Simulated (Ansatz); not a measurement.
## Electronic structure of CH4NSi (charge +1) in real space

Input file:

```
crystal:
  periodic: [false, false, false]
  atoms:
    - {symbol: N, position_ang: [-1.138650, -0.206991, -0.912744]}
    - {symbol: C, position_ang: [-0.169987, -0.031205, -0.136445]}
    - {symbol: Si, position_ang: [1.142826, 0.207601, 0.915991]}
    - {symbol: H, position_ang: [-1.779383, -0.997338, -0.816249]}
    - {symbol: H, position_ang: [-1.341784, 0.430310, -1.685453]}
    - {symbol: H, position_ang: [0.876566, 1.016870, 2.110753]}
    - {symbol: H, position_ang: [2.410413, -0.419247, 0.524148]}
basis:
  gaussian: {orbitals: def2-TZVPP}
total_charge: 1
hamiltonian: {xc: pbe0, dispersion: d4}
output: {orbitals: {seedname: orbitals}}
```

Run with:

```sh
ansatz run in.yaml --threads 2 --pin off --events-out ev --progress --plain --max-ram 4352MiB
```

Geometry: PBE0-D4/def2-TZVP.

Level of theory: RKS PBE0-D4/def2-TZVPP (Ansatz).

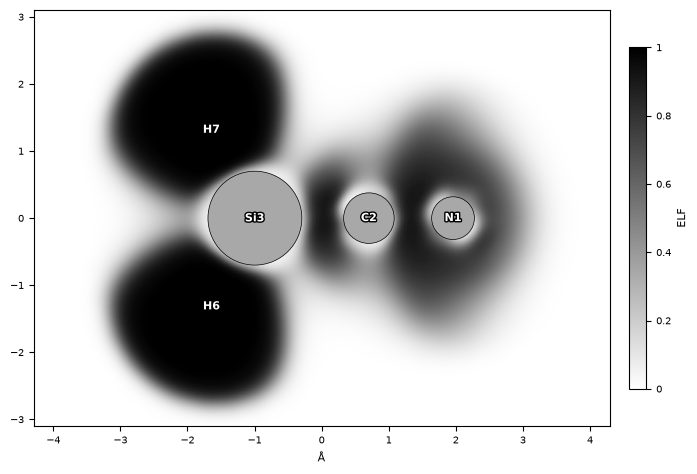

Figure 1. Electron localisation function on the plane of atoms C2, Si3 and H7. Grey discs cover the atomic cores.

What do the fields say about this system?

Answer. Atoms in the plane: N, C, Si and H. C–N (1.25 Å): the ELF peaks at about 0.90 between the atoms; a multiple bond. C–Si (1.70 Å): the ELF peaks at about 0.90 between the atoms: localised, covalent bonding. Si–H (1.47 Å): the ELF climbs to about 1 towards the hydrogen, as it does in any bond to H.

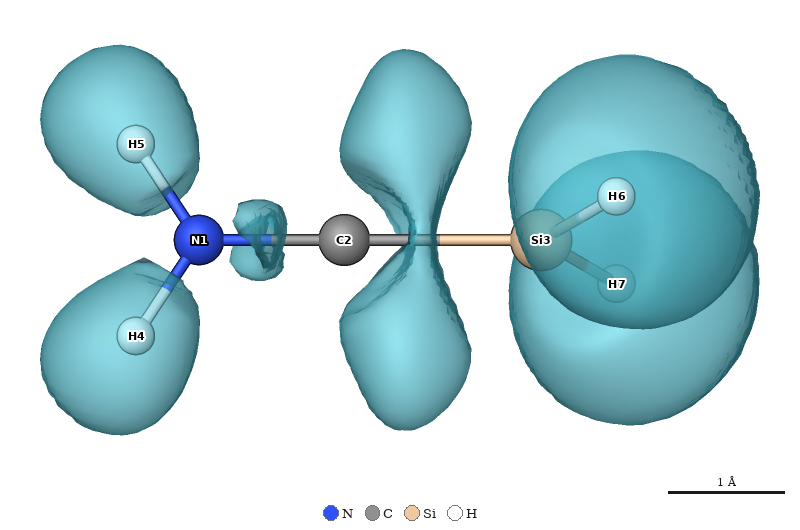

Figure 2. Isosurface of the ELF at 0.85 (cyan), seen from one side. Only the valence region is drawn (cores and ρ < 0.01 e/Å³ removed).

Describe the localisation domains.

Answer. The ELF exceeds this value in one region between bonded C–N atoms (shared pairs), one region between bonded C–Si atoms (shared pairs) and four regions around hydrogen nuclei.

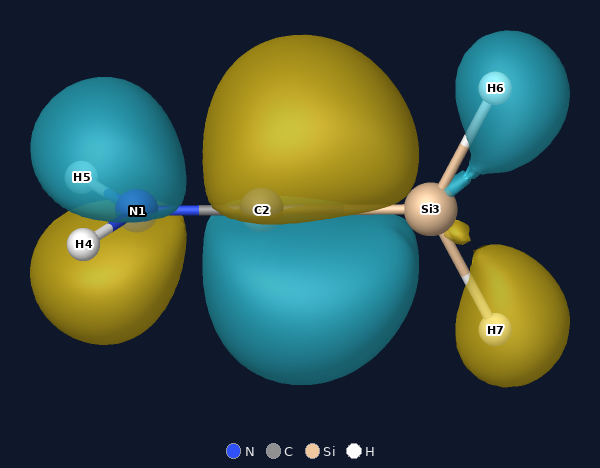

Figure 3. One frontier orbital at ±0.1 Å⁻³ᐟ² (yellow and cyan are the two phases), seen at an oblique angle.

Which orbital is it: HOMO or LUMO?

Answer. The LUMO, at −7.81 eV. Its weight (Hirshfeld) is mainly on C2 (about 45 %), N1 (about 25 %) and Si3 (about 20 %).

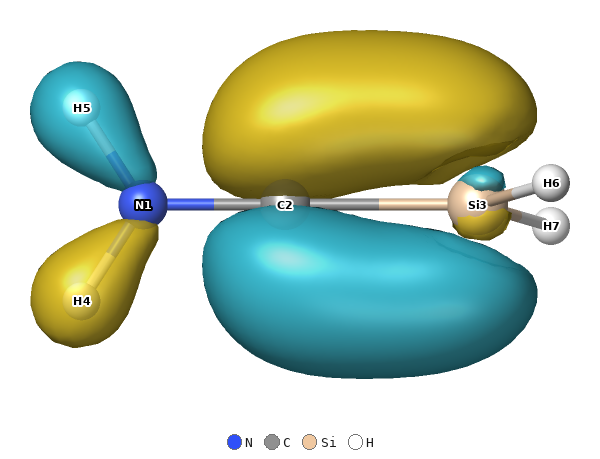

Figure 4. The HOMO at ±0.15 Å⁻³ᐟ² (yellow and cyan are the two phases), seen from one side.

Where does this orbital lie, and at what energy?

Answer. It lies mainly on C2 (about 50 %), Si3 (about 35 %) and N1 (about 10 %); π-bonding across C2–Si3. Its energy is −12.64 eV.
